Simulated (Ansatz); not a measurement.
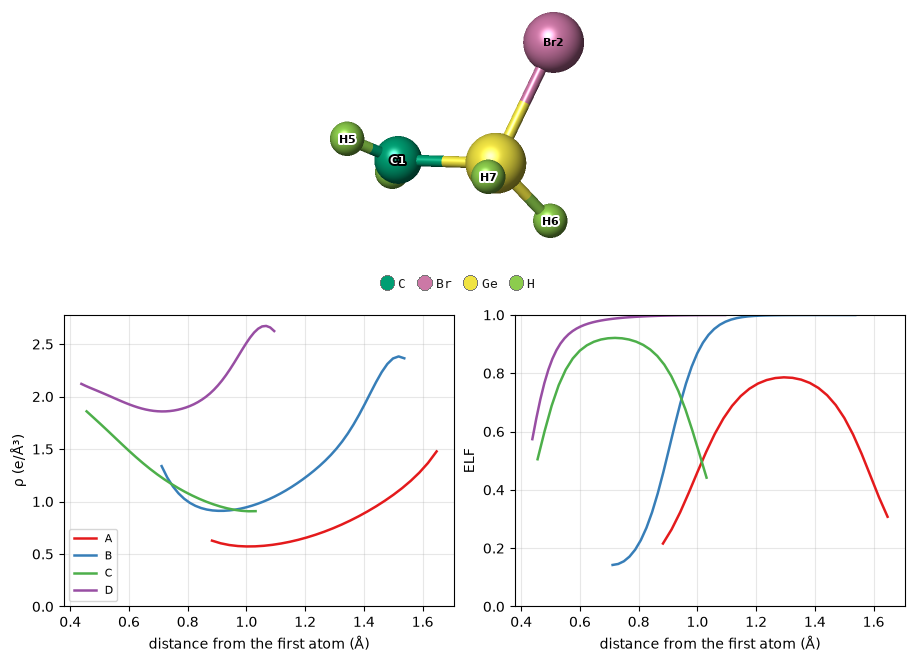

CH₄BrGe (SMILES [CH2][GeH2][Br]) (doublet). Electron density and electron localisation function along straight lines between neighbouring atoms. The curves leave out the atomic cores. The structure is drawn too.

Geometry: B3LYP-D3(BJ)/def2-SVP.

Theory: isolated molecule in a Gaussian basis; Kohn-Sham density functional theory, functional PBE0 in Ansatz 0.2.0.

```yaml
atoms:
  - { symbol: C, position_ang: [-2.5085, 0.4927, 0.2194] }
  - { symbol: Br, position_ang: [0.8949, 0.9818, -0.2104] }
  - { symbol: Ge, position_ang: [-0.8934, -0.5274, 0.0436] }
  - { symbol: H, position_ang: [-3.0727, 0.8261, -0.6572] }
  - { symbol: H, position_ang: [-2.8362, 0.8820, 1.1885] }
  - { symbol: H, position_ang: [-0.8989, -1.3992, -1.2229] }
  - { symbol: H, position_ang: [-0.5860, -1.3419, 1.3110] }
```

Which curve belongs to which contact (C–Ge, C–H, Ge–Br and Ge–H)? The first atom named is at distance zero.

Curve A: Ge–Br (2.35 Å): the density is about 0.64 e/Å³ at the midpoint, with its minimum of 0.57 e/Å³ about 1.0 Å from Ge; the ELF peaks at about 0.80 in the valence shell of Br, 1.1 Å from its nucleus, and is about 0.75 at the midpoint. Curve B: Ge–H (1.54 Å): the density is about 1.1 e/Å³ at the midpoint; the ELF climbs to about 1 towards the hydrogen. Curve C: C–Ge (1.92 Å): ρ at the midpoint is about 0.92 e/Å³; the ELF peaks at about 0.90 in the valence shell of C, 0.7 Å from its nucleus, and is about 0.70 at the midpoint. Curve D: C–H (1.09 Å): ρ is about 2 e/Å³ halfway; the ELF climbs to about 1 towards the hydrogen: a covalent bond by its length.
